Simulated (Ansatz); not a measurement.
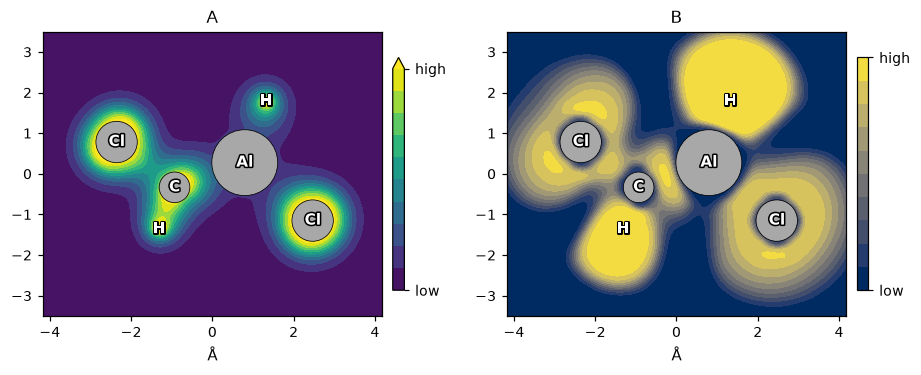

CH₂AlCl₂ (charge −1): 2 fields on the molecular plane, with unlabelled colour scales. Grey discs cover the atomic cores.

The highest occupied orbital lies above zero, a sign that basis and functional describe the outermost electron poorly.

Computed with Ansatz 0.2.0, RKS r2SCANh-D4/def2-SVP.

The panels show electron density and electron localisation function in some order. Assign them.

Panel A: electron density. Panel B: electron localisation function. From the grid: C–Cl (1.81 Å): the density is about 1.2 e/Å³ at the midpoint, with its minimum of 1.1 e/Å³ about 0.7 Å from C; the ELF peaks at about 0.85 between the atoms (a covalent bond). C–Al (1.83 Å): ρ at the midpoint is about 0.78 e/Å³; the ELF peaks at about 0.90 between the atoms (a shared but strongly polarised pair).
